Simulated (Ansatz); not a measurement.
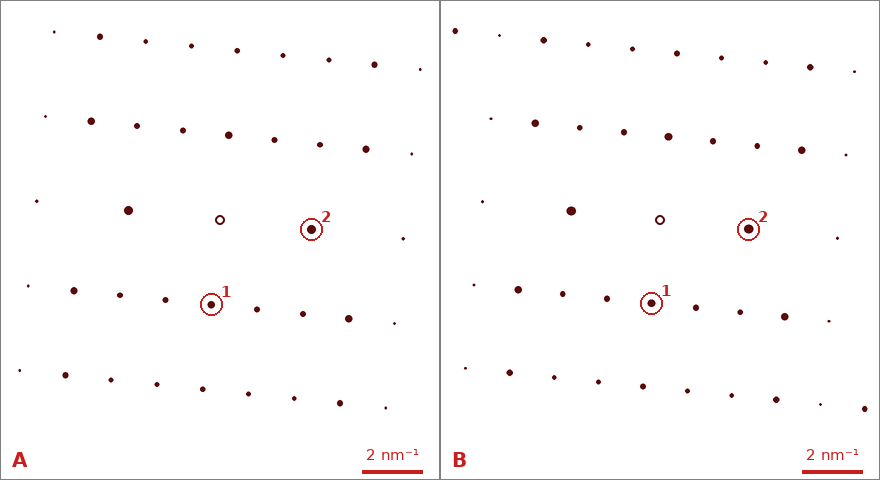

Kinematic electron diffraction patterns (120 kV, B = 0.5 Å², same scale) along [010] of the run's own cell, for the start and the end of one relaxation of FeBr with DFT PBE, scalar-relativistic, plane waves, PAW (Ansatz). k mesh 12×12×8. The start is a generated model structure, and the relaxation ends in the nearest stationary point of its symmetry, not necessarily the ground state. Spot 1 is -1 0 0 and spot 2 is 0 0 2 in both.

Start structure:

```
Fe Br
1.0
     4.00618    0.00000    0.00000
    -2.00309    3.46945    0.00000
     0.00000    0.00000    6.41576
Fe Br
2 2
Direct
  0.33333 0.66667 0.00000
  0.66667 0.33333 0.50000
  0.33333 0.66667 0.38210
  0.66667 0.33333 0.88210
```

Which pattern belongs to the start structure, and which to the relaxed one?

Answer. A is the start: its cell gives d(1) = 3.469 Å, d(2) = 3.208 Å and an angle of 90.0°. B is the relaxed structure, with d(1) = 3.530 Å (+1.8 %), d(2) = 3.309 Å (+3.1 %) and 90.0°.

What did the relaxation do to the structure and the energy?

Answer. The volume changed by +6.8 % to 23.81 Å³ an atom; the fractional coordinates hardly changed; the space group stayed P6_3mc (No. 186); the free energy fell by 12 meV an atom. Relaxed cell: a = 4.077 Å, b = 4.077 Å, c = 6.618 Å, α = 90.00°, β = 90.00°, γ = 120.00°.
